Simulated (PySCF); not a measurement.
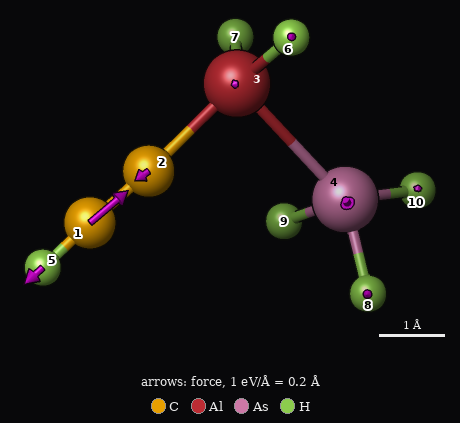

Starting geometry of C$_{2}$H$_{6}$AlAs with the computed forces as purple arrows. A ball-and-stick model, seen from a free direction.

The start comes from GFN2-xTB. Its atoms were then displaced at random by about 0.01 Å.

Method: PBE0-D3(BJ)/def2-SVP geometry optimisation, gas phase (PySCF). 

What follows when this structure is relaxed?

Answer. It isn't relaxed: the largest force vector, on C1, is 4.08 eV/Å. The final displacements have little in common with the starting forces (cosine between the two patterns 0.16). The atom that moves furthest after the best rigid fit is H9 (0.60 Å). Largest moves by element: H 0.60 Å, As 0.36 Å, C 0.08 Å, Al 0.02 Å. Near-neighbour distances that change, for instance: C1–H5 1.030 → 1.076 Å, Al3–As4 2.583 → 2.628 Å, Al3–H6 1.558 → 1.594 Å, C2–Al3 1.966 → 1.940 Å. Among the angles between lasting bonds that change: Al3–As4–H9 89.0° → 116.6°, Al3–As4–H8 142.3° → 117.4°, H8–As4–H10 89.2° → 98.0°. After 10 geometry steps the energy has fallen by 42.4 kJ/mol. Cost: 37 s on 1 thread of Arm Neoverse V2 (shared host).
